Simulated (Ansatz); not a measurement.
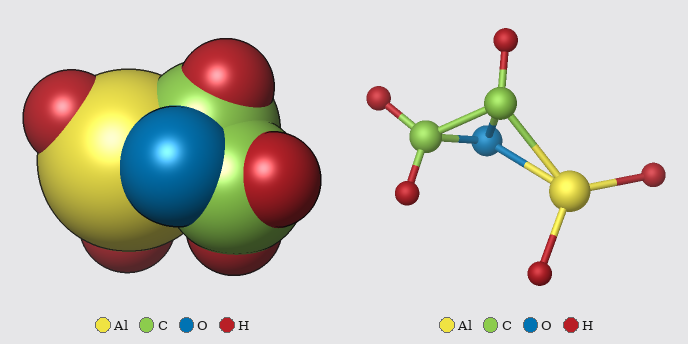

The same structure drawn twice, from different directions.

The computed structure is the end point of a PBE0-D4/def2-TZVP optimisation.

Which formula does it have?

Answer. C2H5AlO, 9 atoms: 2 carbon, 5 hydrogen, 1 aluminium and 1 oxygen.

How many atoms are distinct by symmetry?

Answer. 9: 1 Al, 1 C, 1 C, 1 O, 1 H, 1 H, 1 H, 1 H, 1 H.

Count the bonded pairs by element.

Answer. 3 C–H, 2 Al–H, 2 C–O, 1 C–Al, 1 C–C, 1 Al–O. Sticks follow a distance rule.

What is the point group of this geometry?

Answer. C1.

More results for the same structure follow; atom numbers are the same in all pictures, views and colours differ.

## Dipole moment

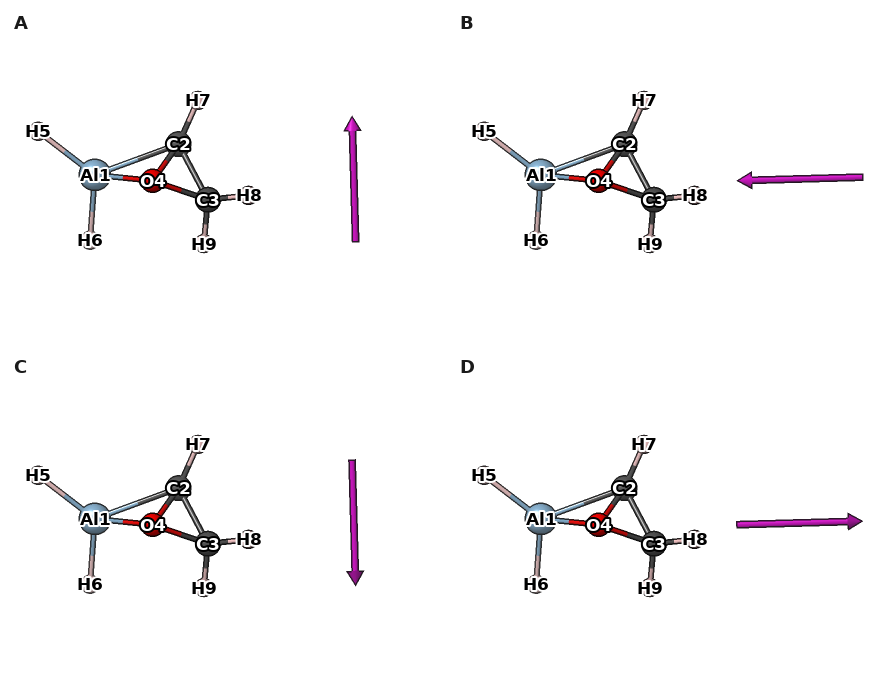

The same molecule four times, each with an arrow. Level of theory: RKS ωB97M-V/def2-TZVPP (Ansatz 0.2.0).

Which arrow points along the dipole moment, from the negative to the positive end?

Answer. D. The dipole moment is 2.31 D; it points from the side of H5 to the side of H8 (the outermost atoms at the two ends).

## Thermal motion

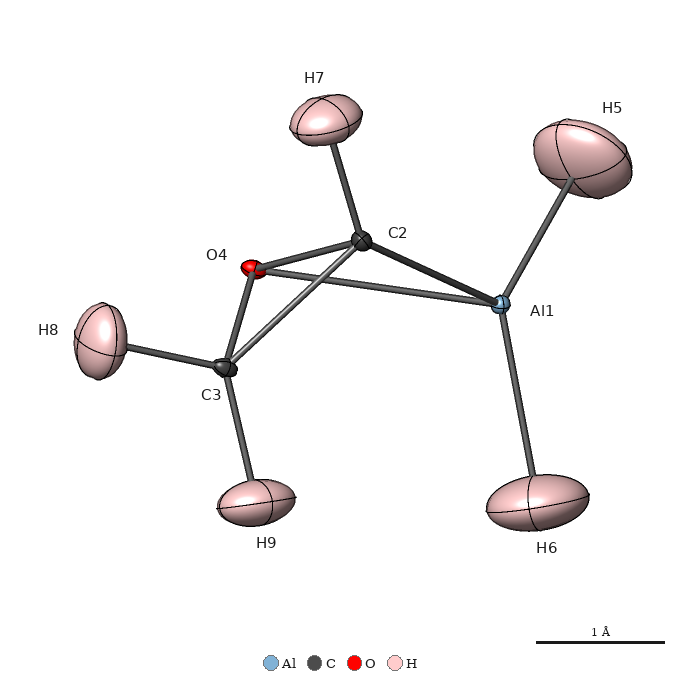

Displacement ellipsoids at the 50 % level, enlarged 1.5 times, from the internal vibrations of the free molecule (harmonic, no overall translation or rotation; no half-axis is drawn under 0.075 Å). Vibrations computed with RKS PBE0-D4/def2-TZVP (Ansatz 0.2.0). Temperature: 100 K.

List U_eq and the three principal root-mean-square amplitudes for each kind of atom.

```csv
atom,U_eq (Å²),rms amplitudes (Å)
Al1,0.00048,"0.016, 0.018, 0.030"
C2,0.0014,"0.032, 0.036, 0.043"
C3,0.0013,"0.027, 0.031, 0.046"
O4,0.0012,"0.029, 0.031, 0.044"
H5,0.0233,"0.094, 0.168, 0.182"
H6,0.0227,"0.093, 0.169, 0.176"
H7,0.0122,"0.079, 0.118, 0.128"
H8,0.0132,"0.082, 0.126, 0.130"
H9,0.0131,"0.077, 0.118, 0.139"
```

## Charges

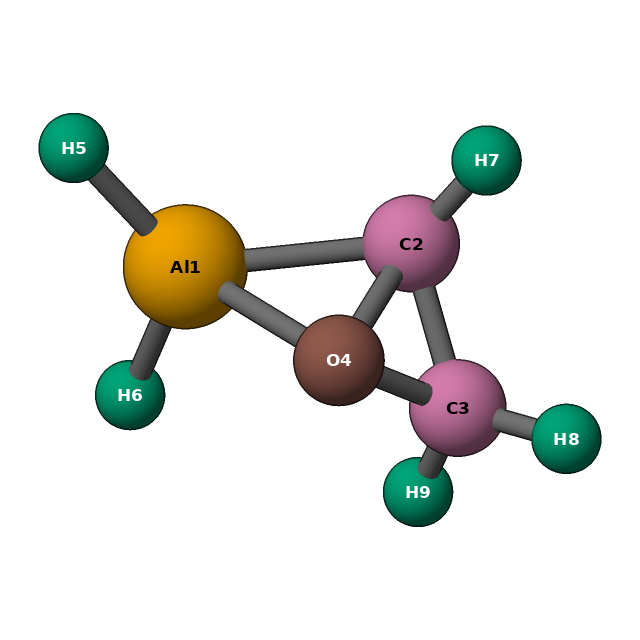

The questions are on Mulliken charges. Level of theory: RKS ωB97M-V/def2-TZVPP (Ansatz 0.2.0).

List the Mulliken charges.

| atom | value (e) |
| --- | --- |
| Al1 | 0.39 |
| C2 | −0.20 |
| C3 | 0.01 |
| O4 | −0.27 |
| H5 | −0.12 |
| H6 | −0.15 |
| H7 | 0.12 |
| H8 | 0.12 |
| H9 | 0.11 |

Mulliken values depend strongly on the basis set and can even reverse the polarity of a bond.
